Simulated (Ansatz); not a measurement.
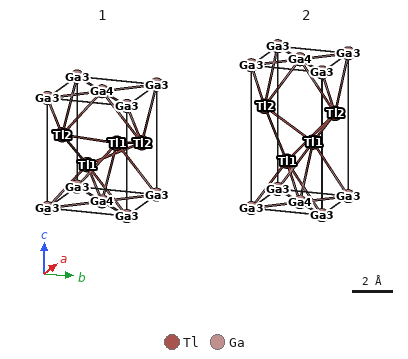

Two geometries of a crystal of TlGa (built on the litharge_129 type), drawn at one scale. One is the start of a relaxation, the other its converged end. The picture is a ball-and-stick view of the cell of the calculation, seen from a free direction.

Method: Ansatz 0.2.0, DFT PBE, scalar-relativistic, plane waves, PAW. Settings: plane-wave cutoff 420 eV; k-point mesh 12 × 12 × 8; occupations gaussian; smearing width 0.1 eV; no spin polarisation; cell and atoms relaxed; force threshold 0.01 eV/Å; at most 80 steps.

Q: Which geometry has the lower energy?

A: Structure 2 is the relaxed one. Case: litharge type (P4/nmm, No. 129). The energy falls by 68.2 meV per atom in 13 accepted moves (16 points after the start). The largest force component goes from 0.24 to under 0.0001 eV/Å. Pressure: −0.20 GPa at the start and −0.01 GPa at the end. The line search rejected the trial step at point 8 of the run. The SCF was repeated twice at an unchanged geometry on a basis and grid sized afresh for the cell, which shifted the energy by 6.9 meV per atom at most. The largest moves relative to the cell, 0.58 Å, are those of Tl1 and Tl2. Tl1 goes along −c. Ga stays in place. The volume changes by +2.1 %, with a = b 4.285 → 3.801 Å (−11.3 %), c 5.768 → 7.484 Å (+29.7 %). Some distances before and after: Ga3–Ga4 3.030 → 2.687 Å, Tl1–Tl2 3.133 → 3.465 Å, Tl1–Ga3 3.282 → 3.259 Å. The space group stays P4/nmm (No. 129). Cost: 8.2 min on 1 thread of Arm Neoverse V2, on a shared host, peak memory 0.62 GiB.
